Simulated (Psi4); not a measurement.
# AlSi2H5O (SMILES [SiH3][Al]1[O][SiH2]1): revPBE/6-31G(d) (spherical functions)

Aim: the vertical singlet–triplet gap of AlSi2H5O at revPBE/6-31G* (spherical functions), from 2 runs. 

Program for the calculation: Psi4 1.11.

## (1) The structure to begin with

AlSi2H5O: 9 atoms, total charge 0, spin state singlet. As SMILES, `[SiH3][Al]1[O][SiH2]1`. The coordinates come from a PBE0-D4/def2-TZVP relaxation.

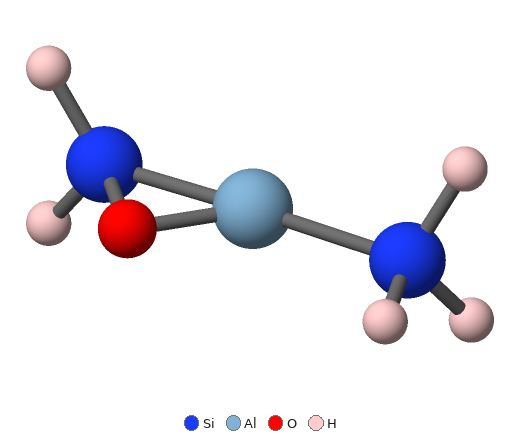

Viewed from a chosen angle; silicon blue, aluminium light blue, oxygen red, hydrogen pink.

## (2) Energy and gradient at revPBE/6-31G(d) (spherical functions)

Input file calc.in:

```
memory 2.2 GB

molecule m {
  0 1
  Si    -0.652900     1.717100    -1.334700
  Al    -0.124900    -0.148900     0.162800
  O      1.392700    -0.965300     0.434300
  Si     0.478600    -1.877700     1.520900
  H     -1.763800     1.326700    -2.244900
  H     -1.100100     2.886400    -0.529300
  H      0.526500     2.112800    -2.150200
  H      0.403300    -3.327600     1.187000
  H      0.929000    -1.770000     2.936900
  symmetry c1
}

set globals {
  basis                6-31G*
  puream               true
  e_convergence        1e-09
  d_convergence        1e-08
  scf_type             pk
  dft_radial_points    99
  dft_spherical_points 590
}

gradient("revpbe")
print_variables()
```

On the command line:

```bash
psi4 -n 1 calc.in calc.out
```

calc.out:

```text
[...]
  Running in c1 symmetry.
[...]
  Nuclear repulsion =  235.013438799962699
[...]
  Multiplicity = 1
[...]
  Nalpha       = 27
  Nbeta        = 27
[...]
    Number of basis functions: 78
[...]
   @RKS iter   1:  -899.03577519880923   -1.42465e-01   1.10942e-02 DIIS/ADIIS
[...]
   @RKS iter  13:  -899.40546419302188   -5.34328e-12   4.66969e-09 DIIS
[...]
    Orbital Energies [Eh]
    ---------------------
    Doubly Occupied:
       1A    -65.431464     2A    -65.420093     3A    -55.409803
       4A    -18.762583     5A     -5.066073     6A     -5.062320
       7A     -3.951127     8A     -3.473232     9A     -3.470836
      10A     -3.469887    11A     -3.467277    12A     -3.467006
      13A     -3.466868    14A     -2.552681    15A     -2.547085
      16A     -2.545575    17A     -0.868066    18A     -0.496615
      19A     -0.455489    20A     -0.363281    21A     -0.331097
      22A     -0.329206    23A     -0.323753    24A     -0.322906
      25A     -0.274800    26A     -0.257495    27A     -0.184834
[...]
  @RKS Final Energy:  -899.40546419302188
   => Energetics <=
    Nuclear Repulsion Energy =            235.0134387999626995
    One-Electron Energy =               -1714.7286628302595091
    Two-Electron Energy =                 651.0893914231801318
    DFT Exchange-Correlation Energy =     -70.7796315859051077
    Empirical Dispersion Energy =           0.0000000000000000
    VV10 Nonlocal Energy =                  0.0000000000000000
    Total Energy =                       -899.4054641930218850
[...]
 Multipole Moments:
 ------------------------------------------------------------------------------------
     Multipole            Electronic (a.u.)      Nuclear  (a.u.)        Total (a.u.)
 ------------------------------------------------------------------------------------
 L = 1.  Multiply by 2.5417464519 to convert [e a0] to [Debye]
 Dipole X            :          0.7701325           -1.3003205           -0.5301880
 Dipole Y            :         -1.7446836            2.1133963            0.3687127
 Dipole Z            :          1.3012955           -1.4718916           -0.1705961
 Magnitude           :                                                    0.6679456
[...]
  -Total Gradient:
     Atom            X                  Y                   Z
    ------   -----------------  -----------------  -----------------
       1       -0.000990779384     0.001989856346    -0.001495144727
       2        0.017883805241    -0.010259871730     0.003780148811
       3       -0.029270981095    -0.004007332721     0.012355920607
       4        0.012144540196     0.011632105706    -0.014031467424
       5        0.003973972057     0.000990315367     0.003489940168
       6        0.001649070392    -0.004439880012    -0.002491391701
       7       -0.004037210241    -0.001992114513     0.003381882081
       8        0.000333122080     0.006104135257     0.000906244226
       9       -0.001708937161     0.000016010890    -0.005920199943
[...]
```

It took 14 s on 1 thread of AMD EPYC 9B45 (Zen 5), shared host; peak memory 1.1 GiB.

## (3) The triplet

Input file job.py:

```python
import psi4

psi4.set_memory(2200000000)
psi4.set_num_threads(1)
psi4.core.set_output_file('psi4.out', False)

geom = psi4.geometry("""
0 3
Si    -1.23380219     3.24484873    -2.52221746
Al    -0.23602679    -0.28138022     0.30764741
O      2.63182157    -1.82415263     0.82070806
Si     0.90442292    -3.54833874     2.87408446
H     -3.33309894     2.50709965    -4.24224618
H     -2.07888771     5.45450549    -1.00023204
H      0.99494080     3.99261336    -4.06328911
H      0.76212655    -6.28825265     2.24310491
H      1.75555557    -3.34481524     5.54993666
units bohr
symmetry c1
""")

psi4.set_options({
    'basis': '6-31G*',
    'reference': 'uks',
    'puream': True,
    'e_convergence': 1e-09,
    'd_convergence': 1e-08,
    'scf_type': 'pk',
    'dft_radial_points': 99,
    'dft_spherical_points': 590,
    'maxiter': 100,
})

e_tot, wfn = psi4.gradient("revpbe", molecule=geom, return_wfn=True)
psi4.oeprop(wfn, "DIPOLE", "WIBERG_LOWDIN_INDICES", "MAYER_INDICES")
print('gradient / Eh bohr^-1')
print(e_tot.np.round(6))
print(f'energy = {wfn.energy():.10f} Eh')
```

On the command line:

```bash
python job.py
```

psi4.out:

```text
[...]
  Running in c1 symmetry.
[...]
  Nuclear repulsion =  235.013439050145450
[...]
  Multiplicity = 3
[...]
  Nalpha       = 28
  Nbeta        = 26
[...]
    Number of basis functions: 78
[...]
   @UKS iter   1:  -899.01031341464068   -1.17003e-01   1.00056e-02 ADIIS/DIIS
[...]
   @UKS iter  22:  -899.31144187808047   -5.57066e-12   9.19146e-09 DIIS
[...]
   @S^2 Observed:                2.004490578E+00
[...]
  @UKS Final Energy:  -899.31144187808047
   => Energetics <=
    Nuclear Repulsion Energy =            235.0134390501454504
    One-Electron Energy =               -1714.0807474088499021
    Two-Electron Energy =                 650.5313222034382079
    DFT Exchange-Correlation Energy =     -70.7754557228143000
    Empirical Dispersion Energy =           0.0000000000000000
    VV10 Nonlocal Energy =                  0.0000000000000000
    Total Energy =                       -899.3114418780804726
[...]
  -Total Gradient:
     Atom            X                  Y                   Z
    ------   -----------------  -----------------  -----------------
       1       -0.007786569263    -0.010594855836    -0.005757823003
       2        0.038739874277    -0.039283534720     0.058135673960
       3       -0.002315879854     0.003772530658    -0.008923592588
       4       -0.026539501264     0.053419143397    -0.051186930864
       5        0.003085602968     0.003647306614     0.001599177815
       6        0.003534490818    -0.007314716746    -0.001100423411
       7       -0.004545426039    -0.004209937641     0.006916141427
       8        0.002933049049     0.003972607352     0.005807573507
       9       -0.007129064235    -0.003375587758    -0.005513472253
[...]
 Multipole Moments:
 ------------------------------------------------------------------------------------
     Multipole            Electronic (a.u.)      Nuclear  (a.u.)        Total (a.u.)
 ------------------------------------------------------------------------------------
 L = 1.  Multiply by 2.5417464519 to convert [e a0] to [Debye]
 Dipole X            :          1.1242015           -1.3003205           -0.1761189
 Dipole Y            :         -2.1126993            2.1133963            0.0006970
 Dipole Z            :          1.9472076           -1.4718916            0.4753160
 Magnitude           :                                                    0.5068961
[...]
```

The script printed:

```text
gradient / Eh bohr^-1
[[-0.007787 -0.010595 -0.005758]
 [ 0.03874  -0.039284  0.058136]
 [-0.002316  0.003773 -0.008924]
 [-0.02654   0.053419 -0.051187]
 [ 0.003086  0.003647  0.001599]
 [ 0.003534 -0.007315 -0.0011  ]
 [-0.004545 -0.00421   0.006916]
 [ 0.002933  0.003973  0.005808]
 [-0.007129 -0.003376 -0.005513]]
energy = -899.3114418781 Eh
```

It took 28 s on 1 thread of AMD EPYC 9B45 (Zen 5), shared host; peak memory 1.1 GiB.

## (4) What came out

At revPBE/6-31G* (spherical functions):

| quantity | value |
| --- | --- |
| singlet: total energy | -899.40546 Eh |
| singlet: dipole moment | 1.70 D |
| singlet: HOMO energy | -5.03 eV |
| singlet: LUMO energy | -2.29 eV |
| singlet: HOMO–LUMO gap | 2.74 eV |
| singlet: largest force on an atom | 1.647 eV/Å |
| triplet: total energy | -899.31144 Eh |
| triplet: dipole moment | 1.29 D |
| triplet: HOMO energy (highest over α and β) | -2.80 eV |
| triplet: ⟨S²⟩ | 2.004 |
| triplet: largest force on an atom | 4.121 eV/Å |
| vertical energy of the triplet above the singlet | 2.558 eV |

**Reading.** At this shape the triplet lies 2.56 eV (247 kJ/mol) above the singlet. The largest force (singlet) is 1.65 eV/Å: the shape isn't a stationary point for this species at this level.
